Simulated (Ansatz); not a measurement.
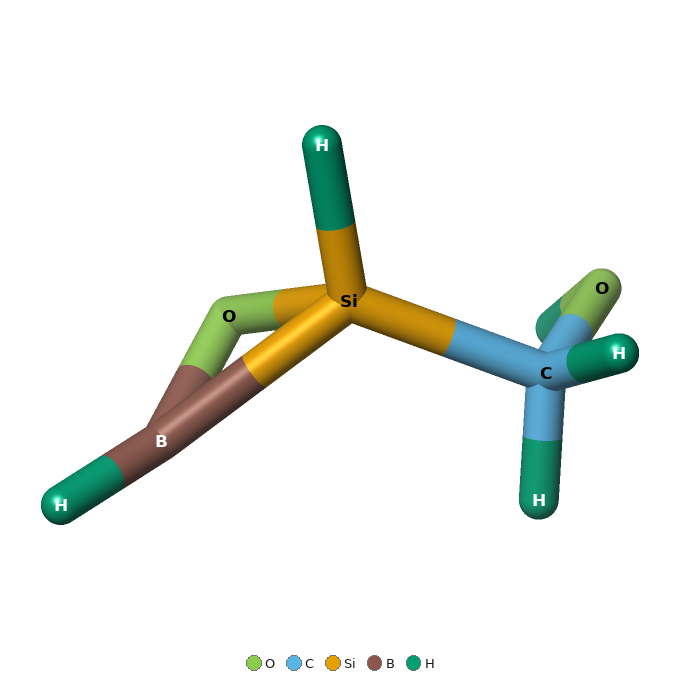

The picture shows the input geometry.

Input file:

```yaml
crystal:
  periodic: [false, false, false]
  atoms:
    - {symbol: O, position_ang: [-1.590500, 0.804800, -0.950100]}
    - {symbol: C, position_ang: [-1.134300, -0.354700, -0.454800]}
    - {symbol: Si, position_ang: [0.705600, -0.275600, -0.383400]}
    - {symbol: B, position_ang: [1.581200, -0.119100, 1.462000]}
    - {symbol: O, position_ang: [1.200600, 1.002900, 0.578100]}
    - {symbol: H, position_ang: [-1.609300, 1.522400, -0.219400]}
    - {symbol: H, position_ang: [-1.521300, -0.560700, 0.559700]}
    - {symbol: H, position_ang: [-1.380300, -1.163600, -1.139200]}
    - {symbol: H, position_ang: [1.521700, -0.184600, -1.571800]}
    - {symbol: H, position_ang: [2.309900, -0.723000, 2.121900]}
basis:
  gaussian: {orbitals: def2-SVP}
hamiltonian: {xc: pbe, dispersion: d4}
relax: {f_tol: 0.03, max_steps: 200}
```

Command:

```sh
ansatz run in.yaml --threads 4 --pin off --events-out ev --progress --plain --max-ram 10444MiB
```

What the program printed (its end):

```
1084 factors; their error is unknown
mean field -13748.46999175 eV, -505.2469531492 hartree, gradient 2.4e-5 eV, S^2 0.000000; 1 other end points of the search recorded, 0 dependent functions left out
the calculation of the forces begins
reference -13748.47002586 eV, -505.2469544028 hartree; 23, 23 occupied and 76, 76 virtual orbitals, 1084 factors
Total energy: -13748.66569689 eV, -505.2541451804 hartree
Atom 0 at    -1.549287     0.919886    -0.765663 Å, force     0.000641    -0.000078     0.001539 eV/Å
Atom 1 at    -1.172189    -0.420810    -0.487643 Å, force    -0.005711     0.005517    -0.001184 eV/Å
Atom 2 at     0.736640    -0.512021    -0.391296 Å, force     0.008473    -0.009768     0.001232 eV/Å
Atom 3 at     1.644150    -0.126489     1.285691 Å, force     0.002328    -0.009198     0.002811 eV/Å
Atom 4 at     1.061593     0.935665     0.723898 Å, force    -0.003591     0.010377    -0.004542 eV/Å
Atom 5 at    -1.104326     1.480125    -0.098361 Å, force    -0.001521     0.002891    -0.001247 eV/Å
Atom 6 at    -1.619534    -0.814671     0.458751 Å, force     0.000304    -0.002101     0.000572 eV/Å
Atom 7 at    -1.558400    -1.058594    -1.310593 Å, force     0.002536    -0.001425     0.000820 eV/Å
Atom 8 at     1.364136    -0.179097    -1.718021 Å, force    -0.002498     0.003151     0.000515 eV/Å
Atom 9 at     2.280517    -0.275194     2.306237 Å, force    -0.000962     0.000634    -0.000515 eV/Å
Dipole moment:     0.014585    -0.264114     0.099128 e Å
```
